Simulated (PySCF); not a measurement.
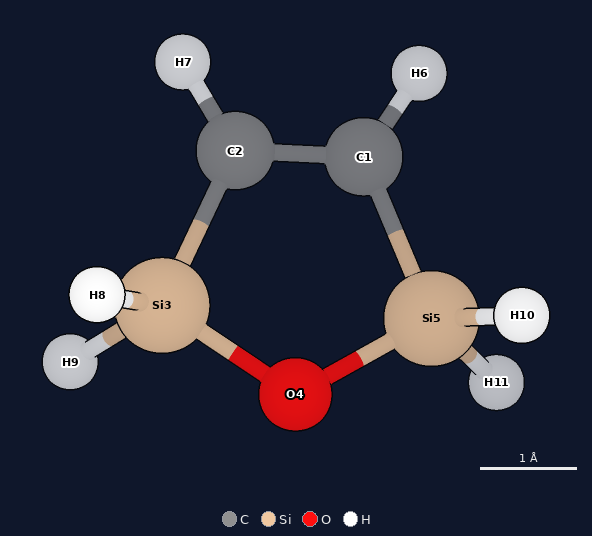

Fig. 1: The input geometry of the first run (ball-and-stick view, seen at a tilt; atoms are numbered from 1 in the order of the input). Bond lengths as drawn: C–C 1.35 Å, C–H 1.10 Å, C–Si 1.88 Å, H–Si 1.49 Å and O–Si 1.68 Å.

## Two runs on C2H6OSi2

System: C2H6OSi2, SMILES C1=C[SiH2]O[SiH2]1.
Method of the first run: GIAO PBE0/6-31G* NMR shielding, non-relativistic, gas phase (PySCF 2.14.0).

The geometry comes from this level: PBE0-D3(BJ)/def2-SVP. Text and figures count atoms from 1; the logs count them from 0 in places.

Input file, the first run:
```
{"job": {"kind": "nmr", "xc": "PBE0", "basis": "6-31G*", "pop": true}, "charge": 0, "multiplicity": 1}
C     -1.328378     1.119779     0.143466
C     -0.057795     1.395201    -0.217951
Si     0.966656    -0.144654    -0.560029
O     -0.195473    -1.313391    -0.251847
Si    -1.699749    -0.723574     0.196941
H     -2.039536     1.923046     0.375409
H      0.299385     2.430563    -0.289825
H      1.452536    -0.229180    -1.968529
H      2.133840    -0.293493     0.357907
H     -2.750635    -1.143369    -0.775873
H     -2.083790    -1.210166     1.554366
```

The first line tells a small driver script what to run in PySCF; the rest is the geometry in Å.

Command:
```bash
OMP_NUM_THREADS=1 python <driver script> task.json out
```

Hardware: 1 CPU thread, shared host.

Output (the first run):
```
coarse grid: 10232 points
cycle   1  E = -733.5681527683  dE =  4.873e-01  |g| = 7.377e-01  |ddm| = 3.059e+00
cycle   2  E = -733.3669466685  dE =  2.012e-01  |g| = 1.239e+00  |ddm| = 1.585e+00
cycle   3  E = -733.6761537663  dE = -3.092e-01  |g| = 1.056e-01  |ddm| = 1.095e+00
cycle   4  E = -733.6784549273  dE = -2.301e-03  |g| = 4.471e-02  |ddm| = 1.404e-01
cycle   5  E = -733.6790253249  dE = -5.704e-04  |g| = 3.771e-03  |ddm| = 4.861e-02
cycle   6  E = -733.6790295951  dE = -4.270e-06  |g| = 7.409e-04  |ddm| = 6.396e-03
final grid: 89712 points
cycle   7  E = -733.6213420864  dE = -5.575e-06  |g| = 6.577e-03  |ddm| = 1.166e-02
cycle   8  E = -733.6213308002  dE =  1.129e-05  |g| = 9.773e-03  |ddm| = 1.385e-02
cycle   9  E = -733.6213525450  dE = -2.174e-05  |g| = 9.902e-04  |ddm| = 8.178e-03
cycle  10  E = -733.6213527613  dE = -2.163e-07  |g| = 5.572e-05  |ddm| = 8.881e-04
cycle  11  E = -733.6213527623  dE = -1.040e-09  |g| = 1.342e-05  |ddm| = 9.843e-05
cycle  12  E = -733.6213527624  dE = -5.070e-11  |g| = 4.203e-06  |ddm| = 2.239e-05
converged SCF energy = -733.6213527624

GIAO shielding tensors (ppm)
atom      isotropic    diamagn.    paramagn.     s11        s22        s33       span
  0 C       48.114     256.980    -208.866    -58.640     26.649    176.333    234.974
  1 C       48.097     257.374    -209.277    -58.660     26.592    176.359    235.019
  2 Si     405.661     882.382    -476.721    347.188    384.697    485.098    137.910
  3 O      324.361     392.383     -68.022    265.832    341.115    366.137    100.305
  4 Si     405.604     882.217    -476.613    347.068    384.719    485.024    137.955
  5 H       24.767      28.394      -3.626     22.963     25.299     26.041      3.078
  6 H       24.770      28.962      -4.192     22.962     25.298     26.050      3.088
  7 H       26.380      29.406      -3.026     23.056     24.537     31.547      8.492
  8 H       26.380      29.861      -3.481     23.054     24.534     31.553      8.499
  9 H       26.381      28.836      -2.455     23.055     24.538     31.551      8.496
 10 H       26.381      29.289      -2.908     23.053     24.536     31.552      8.499
```

The input of the second run differs as follows (lines with − go, lines with + come):
```diff
-"basis": "6-31G*"
+"basis": "aug-cc-pVDZ"
```

How does the second run compare with the first run?

The total energy of the second run is 31.8 kcal/mol lower, which measures the change of basis and not a stability. The HOMO goes from −7.89 to −8.01 eV. The LUMO goes from −0.58 to −0.94 eV. The dipole moment goes from 1.77 to 1.59 D. Of all shieldings, the largest change is that of Si3 and Si5, by +15.9 ppm. Diffuse functions give room to the loosely bound empty orbitals, which lowers the LUMO. The SCF takes 13 iterations against 12. The basis functions go from 90 to 177.

Output (the second run):
```
coarse grid: 10232 points
cycle   1  E = -733.5496235713  dE =  5.212e-01  |g| = 7.351e-01  |ddm| = 8.531e+00
cycle   2  E = -733.3139078443  dE =  2.357e-01  |g| = 1.300e+00  |ddm| = 3.229e+00
cycle   3  E = -733.6558273796  dE = -3.419e-01  |g| = 1.084e-01  |ddm| = 1.998e+00
cycle   4  E = -733.6581076124  dE = -2.280e-03  |g| = 5.097e-02  |ddm| = 3.889e-01
cycle   5  E = -733.6588517098  dE = -7.441e-04  |g| = 6.088e-03  |ddm| = 1.579e-01
cycle   6  E = -733.6588627623  dE = -1.105e-05  |g| = 1.128e-03  |ddm| = 2.277e-02
cycle   7  E = -733.6588631499  dE = -3.875e-07  |g| = 1.852e-04  |ddm| = 3.698e-03
final grid: 89712 points
cycle   8  E = -733.6720024337  dE = -6.473e-06  |g| = 6.343e-03  |ddm| = 1.442e-01
cycle   9  E = -733.6719902575  dE =  1.218e-05  |g| = 9.751e-03  |ddm| = 3.845e-02
cycle  10  E = -733.6720121330  dE = -2.188e-05  |g| = 9.963e-04  |ddm| = 2.035e-02
cycle  11  E = -733.6720123486  dE = -2.156e-07  |g| = 9.602e-05  |ddm| = 2.098e-03
cycle  12  E = -733.6720123515  dE = -2.885e-09  |g| = 1.551e-05  |ddm| = 3.538e-04
cycle  13  E = -733.6720123516  dE = -8.208e-11  |g| = 3.883e-06  |ddm| = 6.314e-05
converged SCF energy = -733.6720123516

GIAO shielding tensors (ppm)
atom      isotropic    diamagn.    paramagn.     s11        s22        s33       span
  0 C       42.826     212.248    -169.422    -67.945     19.317    177.105    245.050
  1 C       42.818     213.579    -170.761    -67.949     19.264    177.138    245.087
  2 Si     421.521     890.010    -468.488    356.586    400.685    507.293    150.707
  3 O      318.907     388.383     -69.476    260.919    343.455    352.349     91.430
  4 Si     421.483     889.966    -468.483    356.499    400.693    507.257    150.757
  5 H       23.701      37.671     -13.970     21.126     24.832     25.145      4.019
  6 H       23.704      37.103     -13.400     21.129     24.831     25.151      4.023
  7 H       25.850      26.879      -1.029     22.563     23.968     31.018      8.455
  8 H       25.850      27.380      -1.530     22.561     23.967     31.023      8.462
  9 H       25.851      26.066      -0.215     22.562     23.970     31.022      8.460
 10 H       25.851      26.565      -0.715     22.561     23.969     31.022      8.460
```

The two runs side by side:

```csv
quantity,the first run,the second run
outcome,converged,converged
total energy (hartree),−733.621353,−733.672012
HOMO (eV),−7.89,−8.01
LUMO (eV),−0.58,−0.94
dipole moment (D),1.77,1.59
shielding of C1 (ppm),48.1,42.8
shielding of C2 (ppm),48.1,42.8
shielding of Si3 (ppm),405.7,421.5
shielding of O4 (ppm),324.4,318.9
shielding of Si5 (ppm),405.6,421.5
shielding of H6 (ppm),24.8,23.7
shielding of H7 (ppm),24.8,23.7
SCF iterations,12,13
basis functions,90,177
wall time (shared host),11 s,27 s
```
